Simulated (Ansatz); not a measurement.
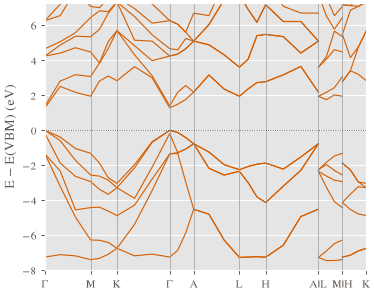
Band structure from plane-wave PAW HSE06 (Ansatz code)

Q: Read off the gap and where the band edges lie.

A: About 1.3 eV (1.29 eV among the points solved); maximum at Γ, minimum at Γ.

Q: Pick the material that matches.
A) GaP, P6_222 (Ga on 3c, P on 3d)
B) ZnO, NiAs type
C) BP, wurtzite
D) GaAs, wurtzite

A: D, GaAs, wurtzite

Space group P6_3mc (wurtzite). The cell is a constructed one: a structure type filled with these elements; the Crystallography Open Database copy checked does not list it. It is not the phase usual at ambient conditions (space group No. 216). The cell was relaxed with HSE06 under the symmetry of its start; whether a distortion lowers the energy is not shown. The hybrid was solved on a coarse mesh, the path and, where they were found, the r²SCAN edge points; its band edges are the extreme levels among these. Scalar-relativistic: spin–orbit coupling is off unless named, which matters more the heavier the elements.

Potentials: the later of the program's two PAW sets.
